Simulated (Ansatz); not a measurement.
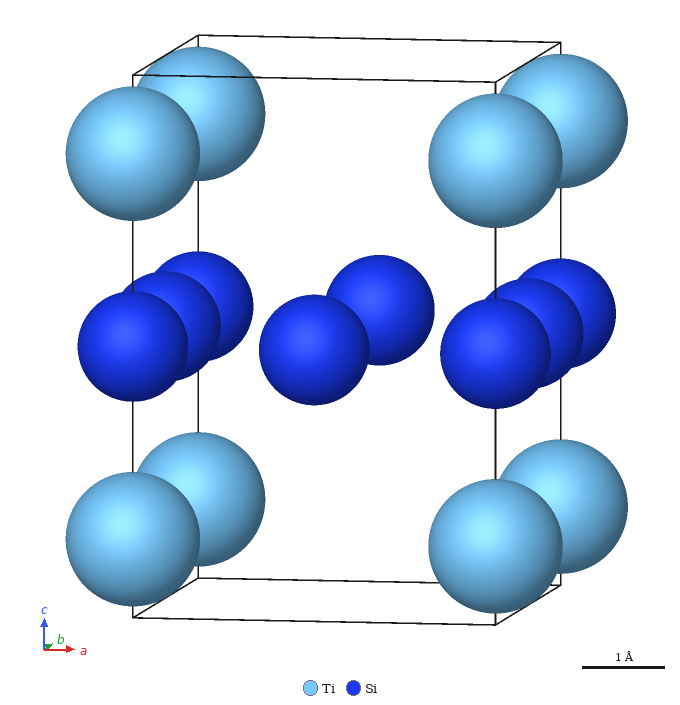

This spheres-only model is shown slightly off an axis. Lines trace the edges of the simulation cell.

```xyz
5
Lattice="4.5480 0.0000 0.0000 0.0000 4.5480 0.0000 0.0000 0.0000 6.7421" Properties=species:S:1:pos:R:3 pbc="T T T"
Ti    0.0000    4.5480    0.9771
Ti    0.0000    4.5480    5.7650
Si    2.2740    4.5480    3.3710
Si    4.5480    2.2740    3.3710
Si    4.5480    4.5480    3.3710
```

Results below were computed with DFT PBE, scalar-relativistic, plane waves, PAW in Ansatz; the settings were plane waves to 420 eV, an 8×8×6 k-point grid, Gaussian smearing of 0.1 eV, no spin polarisation.

### How charged are the atoms, by the Bader scheme?

Ti +0.53 e; Si -0.43 to -0.20 e.

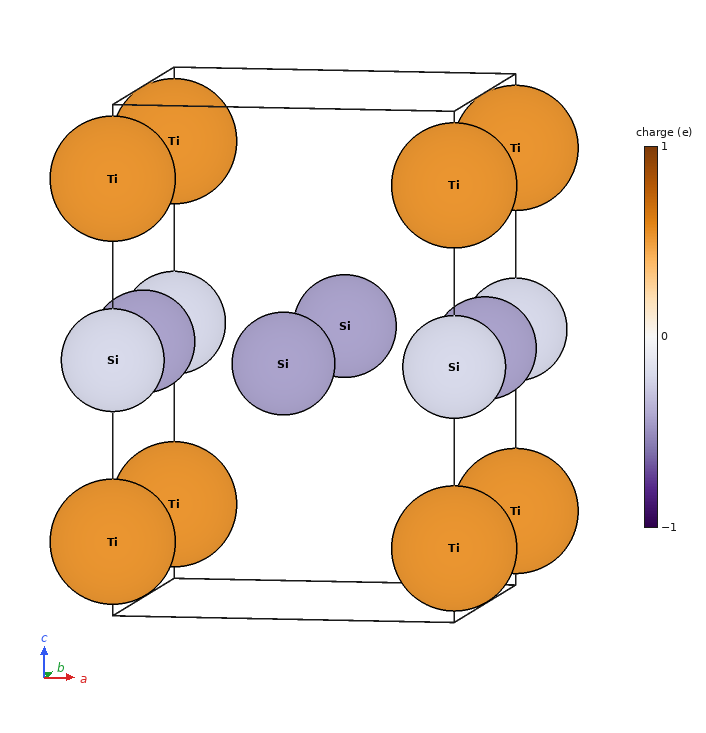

The atoms coloured by those charges.

Origin of the cell: a random cell made by a generator, so it need not be a real form of the compound. Earlier steps of the study, as a rule a relaxation of our own, may have changed the cell and positions, so they can lie some per cent off the listed ones. A calculation with Ansatz used it as input.
